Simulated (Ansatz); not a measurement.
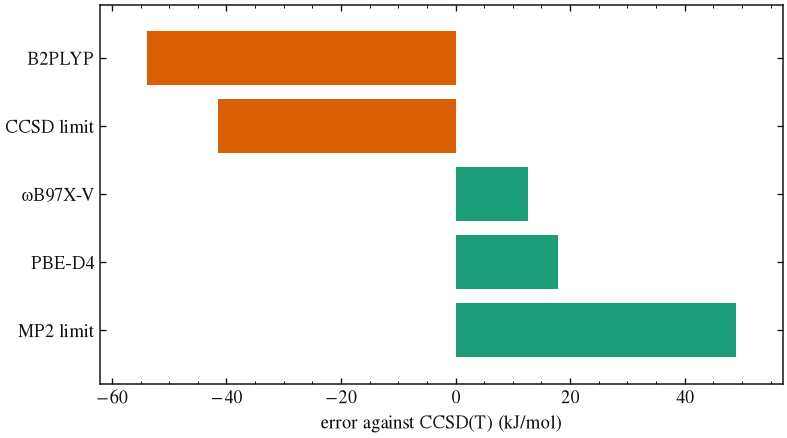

Error in the electronic atomisation energy (method less reference, so positive means overbinding) of CH₅AlF₂Si, SMILES FC[Si@H](F)[AlH2], singlet: functionals in def2-TZVPP against frozen-core CCSD(T) at the limit (MP2 extrapolated from triple and quadruple zeta, plus CCSD(T) less MP2 in a smaller set), which gives 3284.1 kJ/mol, at a PBE0-D4/def2-TZVP geometry (no frequency check), no zero-point or spin-orbit term, the Ansatz code. The reference leaves out core correlation, a term that grows with the number of heavy atoms. B2PLYP holds a correlation term that converges slowly with the basis, so part of the distance to the limit is basis error. No dispersion term is added to B2PLYP. Limit means the basis limit.

> Which of these levels overbind, and which underbind?

Overbind: MP2 limit. Underbind: B2PLYP and CCSD limit. Within 25 kJ/mol of zero, too close to call in view of what the reference leaves out: ωB97X-V and PBE-D4.

> What range do the values span?

From −53.9 kJ/mol (B2PLYP) to 48.9 kJ/mol (MP2 limit).

Limits of at least one run: one conformer of a flexible molecule.
